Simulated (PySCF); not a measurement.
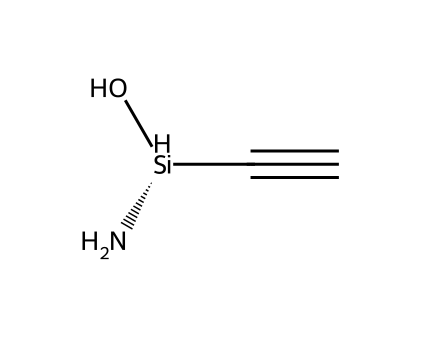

(Drawn from a calculation with PySCF.)

2D structure.

### Give its SMILES.

C#C[Si@H](N)O

### Give the formula, hydrogens included.

C2H5NOSi.

### An optimisation with PBE0-D3(BJ)/def2-SVP gave a structure of which point group?

C1.
